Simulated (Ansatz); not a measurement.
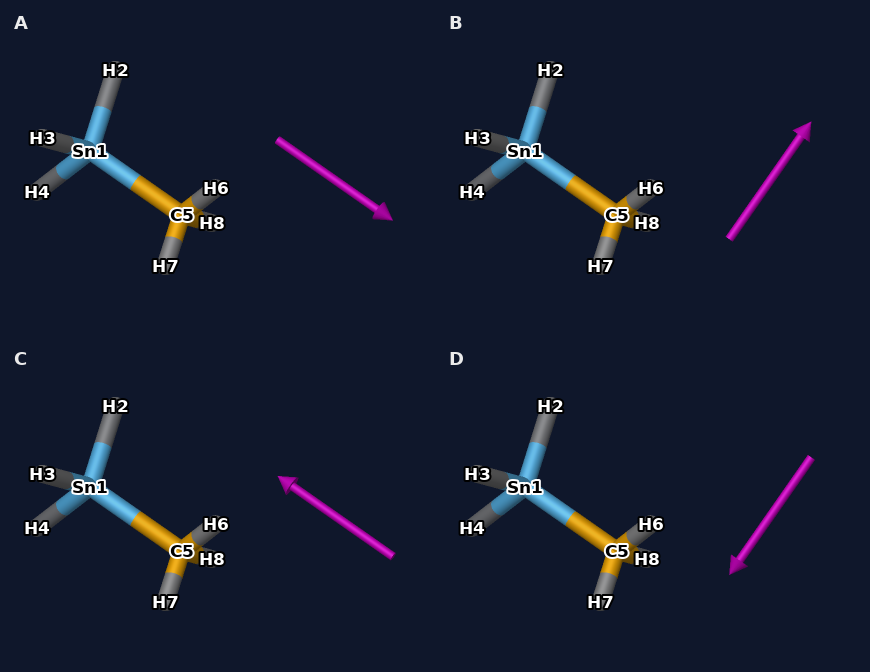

The same molecule four times, each with an arrow. The geometry was computed by an optimisation with PBE0-D4/def2-TZVP. Properties computed with RKS PBE0-D4/def2-TZVP, core potentials on Sn (Ansatz 0.2.0).

Question: Which arrow points along the dipole moment, from the negative to the positive end?

Answer: A. The dipole moment is 0.78 D; it points from the side of H2, H3, H4 to the side of H6, H7, H8 (the outermost atoms at the two ends).
